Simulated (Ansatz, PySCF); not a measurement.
Potential energy curve for N₂ (cation, charge +1), doublet.

Computed with: UKS-BLYP = unrestricted BLYP/cc-pVTZ in PySCF 2.14.0; UKS-PBE = unrestricted PBE/cc-pVTZ in Ansatz (a first-principles code); UMP2/3-21G = unrestricted MP2 (frozen core)/3-21G run with PySCF 2.14.0.

Energies are in kcal/mol, each relative to the lowest point of its own curve near equilibrium.

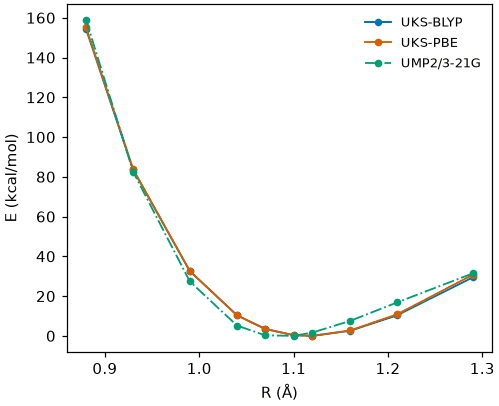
Figure. Energy against bond length for each method.

| R / Å | UKS-BLYP | UKS-PBE | UMP2/3-21G |
|---|---|---|---|
| 0.88 | 154.3 | 155.1 | 159.0 |
| 0.93 | 83.4 | 83.8 | 82.5 |
| 0.99 | 32.6 | 32.6 | 27.4 |
| 1.04 | 10.4 | 10.3 | 5.2 |
| 1.07 | 3.5 | 3.4 | 0.2 |
| 1.10 | 0.4 | 0.3 | 0.0 |
| 1.12 | 0.0 | 0.0 | 1.7 |
| 1.16 | 2.5 | 2.7 | 7.5 |
| 1.21 | 10.4 | 10.9 | 16.9 |
| 1.29 | 29.4 | 30.8 | 31.5 |

At the longest distance, 1.29 Å, UMP2/3-21G lies highest above its minimum (31.5 kcal/mol) and UKS-BLYP lowest (29.4 kcal/mol).

The scan ran from 0.88 to 4.39 Å; beyond the distances shown one of the unrestricted levels run for this scan, shown here or not, changes its spin distribution in one step. The unrestricted determinant behind UMP2/3-21G is spin-contaminated at 0.99 to 1.29 Å (<S²> up to 2.0, against 0.75 for a pure doublet).
